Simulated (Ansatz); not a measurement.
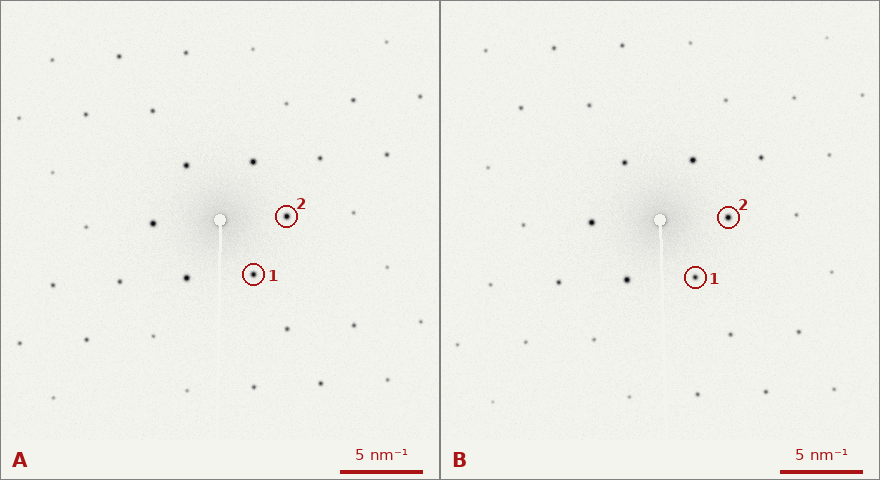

Kinematic electron diffraction patterns (300 kV, B = 0.5 Å², same scale) along [101] of the run's own cell, for the start and the end of one relaxation of ReCl with DFT PBE, scalar-relativistic, plane waves, PAW in Ansatz 0.2.0. k mesh 18×18×6. The start is a generated model structure, and the relaxation ends in the nearest stationary point of its symmetry, not necessarily the ground state. Spot 1 is 0 -1 0 and spot 2 is 1 -1 -1 in both.

Start structure:

```
Re Cl
1.0
     2.93862    0.00000    0.00000
    -1.46931    2.54492    0.00000
     0.00000    0.00000    8.34163
Re Cl
2 2
Direct
  0.33333 0.66667 0.05427
  0.66667 0.33333 0.55427
  0.33333 0.66667 0.32783
  0.66667 0.33333 0.82783
```

Question: Which pattern belongs to the start structure, and which to the relaxed one?

Answer: A is the start: its cell gives d(1) = 2.545 Å, d(2) = 2.434 Å and an angle of 61.4°. B is the relaxed structure, with d(1) = 2.421 Å (-4.9 %), d(2) = 2.386 Å (-2.0 %) and 60.5°.

Question: Name reflections whose intensity changes strongly on relaxation.

Answer: 3 -1 -3 goes from 14 to 3.3 % of the strongest spot; 0 2 0 goes from 16 to 9.3 % of the strongest spot.

Question: Summarise the relaxation behind the change.

Answer: The volume changed by +51.9 % to 23.69 Å³ an atom; with the mean shift removed, the atoms moved by up to 0.83 Å relative to the cell (Cl most); the space group stayed P6_3mc (No. 186); the free energy fell by 160 meV an atom. Relaxed cell: a = 2.796 Å, b = 2.796 Å, c = 13.997 Å, α = 90.00°, β = 90.00°, γ = 120.00°.
